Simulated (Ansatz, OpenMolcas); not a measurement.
## How basis sets differ on C3H9Sb (trimethylantimony)

The species is C3H9Sb (13 atoms), meant as a singlet with charge 0. SMILES: `C[Sb](C)C`. The shape is that of a PBE0-D4/def2-TZVP optimisation.

Quantity: the HOMO–LUMO gap, in eV. The values are calculated.

| level | kind | program | value (eV) |
| --- | --- | --- | --- |
| HF/ANO-RCC-MB (DKH2) | Hartree–Fock | OpenMolcas | 14.33 |
| HF/STO-3G | Hartree–Fock | Ansatz | 15.50 |
| HF/3-21G | Hartree–Fock | Ansatz | 12.29 |
| HF/def2-SVP (core potential) | Hartree–Fock | Ansatz | 12.20 |

All-electron rows without a relativistic Hamiltonian named are non-relativistic, while core potentials hold scalar relativity, so basis and relativity change together. The values span 12.20 to 15.50 eV. A Hartree–Fock LUMO above zero doesn't converge with the basis: it sinks as sets grow more diffuse. Orbital gaps aren't excitation energies.

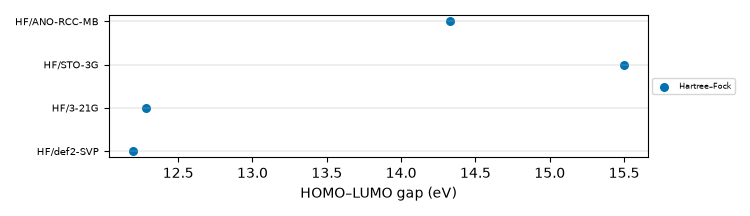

The values of the table, level by level.
